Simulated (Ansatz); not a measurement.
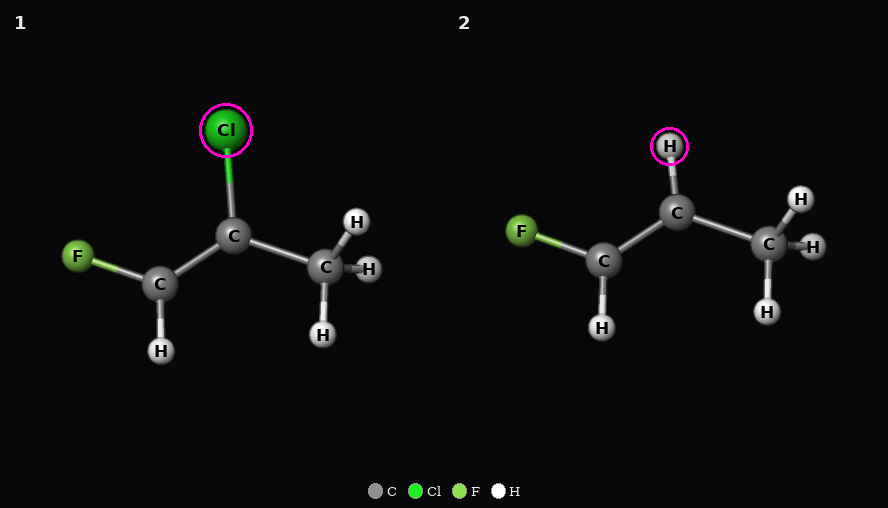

2 molecules with one skeleton, seen from the same side and at one scale; the atom that differs is circled. Each species is neutral and a spin singlet. Computed geometries: PBE0-D4/def2-TZVP optimisations, one conformation each. Properties computed with Ansatz 0.2.0.

One atom differs, called X below: Cl in panel 1, H in panel 2. Their formulas are C3H4ClF (`C/C(Cl)=C/F`), C3H5F (`C/C=C/F`).

In which is the dipole moment larger (PBE0-D4/def2-TZVP)?

In panel 1 (X = Cl).

In which is the HOMO–LUMO gap larger (PBE0-D4/def2-TZVPP)?

In panel 2 (X = H).

Give the values. With PBE0-D4/def2-TZVP: length of X–C (Å), mean angle C–C–X (°), dipole moment (D). With PBE0-D4/def2-TZVPP: HOMO energy (Kohn–Sham orbital) (eV), HOMO–LUMO gap (eV).

| quantity | 1 (Cl) | 2 (H) | 2 − 1 |
| --- | --- | --- | --- |
| length of X–C (Å) | 1.723 | 1.086 | −0.637 |
| mean angle C–C–X (°) | 118.2 | 118.4 | +0.2 |
| dipole moment (D) | 2.50 | 1.69 | −0.81 |
| HOMO energy (Kohn–Sham orbital) (eV) | −7.15 | −7.22 | −0.07 |
| HOMO–LUMO gap (eV) | 7.34 | 7.78 | +0.44 |
